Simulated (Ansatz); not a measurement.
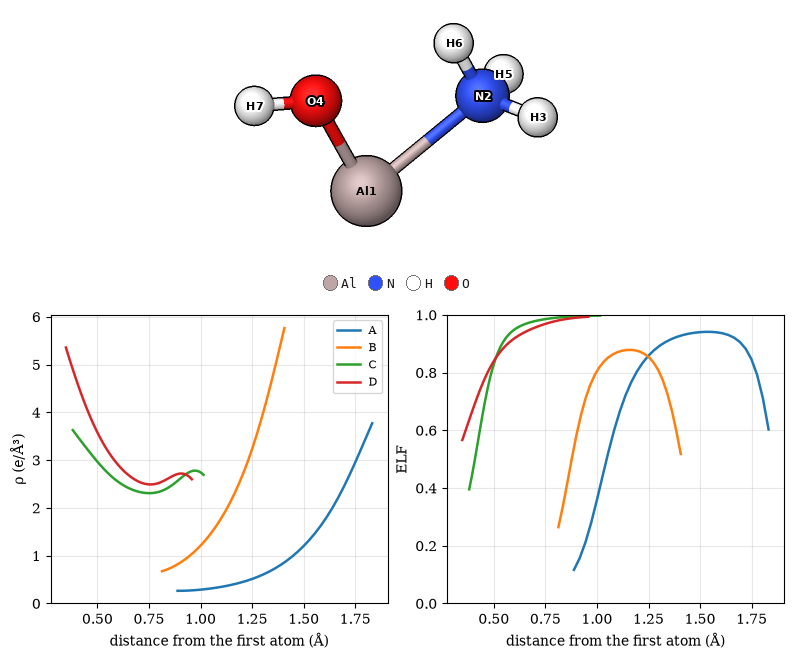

*AlH4NO. Electron density and ELF along straight lines between neighbouring atoms. The curves leave out the atomic cores. The structure is drawn too.*

The product side of a reaction path; geometry: PBE0-D4/def2-TZVP.

Computed with RKS PBE0-D4/def2-TZVPP in Ansatz.

```xyz
7

Al   -1.2867    0.7811    0.1774
N     0.3186   -0.6492    0.7337
H     0.8593   -0.3952    1.5537
O    -0.2781    0.9268   -1.2552
H     0.0212   -1.6130    0.8434
H     0.9065   -0.5711   -0.0936
H    -0.5407    1.5206   -1.9592
```

Question: Which curve belongs to which contact (Al–N, Al–O, N–H and O–H)? The first atom named is at distance zero.

Answer: Curve A: Al–N (2.22 Å): the density is about 0.36 e/Å³ at the midpoint; the ELF peaks at about 0.95 in the valence shell of N, 0.7 Å from its nucleus, and is about 0.65 at the midpoint. Curve B: Al–O (1.76 Å): ρ is about 0.8 e/Å³ halfway; the ELF peaks at about 0.90 in the valence shell of O, 0.6 Å from its nucleus, and is about 0.50 at the midpoint. Curve C: N–H (1.01 Å): ρ is about 2.9 e/Å³ halfway; the ELF climbs to about 1 towards the hydrogen, as it does in any bond to H; a covalent bond by its length. Curve D: O–H (0.96 Å): ρ is about 3.8 e/Å³ halfway; the ELF climbs to about 1 towards the hydrogen; a covalent bond by its length.
